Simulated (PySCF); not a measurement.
System: CBrF$_{2}$···Br (SMILES F[C](F)Br.[Br-]) (charge −1, doublet).

Input

```
{"job": {"kind": "sp", "xc": "wB97X", "basis": "ma-def2-TZVP", "d3": "d3bj", "grid": 2}, "charge": -1, "multiplicity": 2}
F     -0.123485    -0.966438    -0.964844
C     -0.136481    -0.051454    -0.005125
F     -0.312585    -0.707974     1.134251
Br    -1.940400     1.074335    -0.304572
Br     2.188641     0.709485     0.093978
```

Command:

```sh
OMP_NUM_THREADS=1 python redox_run.py task.json out
```

Geometry: PBE0-D3(BJ)/ma-def2-SVP.

Level of theory: DFT single point, gas phase, functional wB97X in PySCF 2.14.0, density-fitted response routines.

### What can the converged electron density, electron localisation function and spin density tell about the bonding?

C–F (1.33 Å): ρ at the midpoint is about 2.4 e/Å³; the ELF peaks at about 0.85 between the atoms: a shared but strongly polarised pair.
C–Br (2.15 Å): the density is about 0.74 e/Å³ at the midpoint; the ELF peaks at about 0.85 between the atoms: a covalent bond.
The unpaired spin (1 electron) lies mostly on C2 (about 0.4), Br5 (about 0.3) and Br4 (about 0.2), in electrons by Hirshfeld's partition.

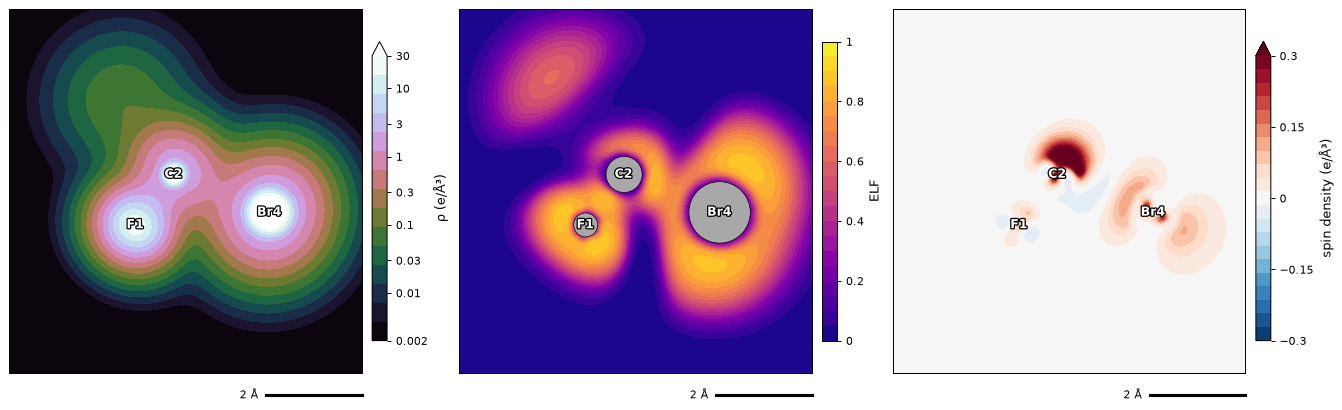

Computed electron density, electron localisation function and spin density on the plane of atoms F1, C2 and Br4, in this order. Grey discs cover the atomic cores in the ELF map. 
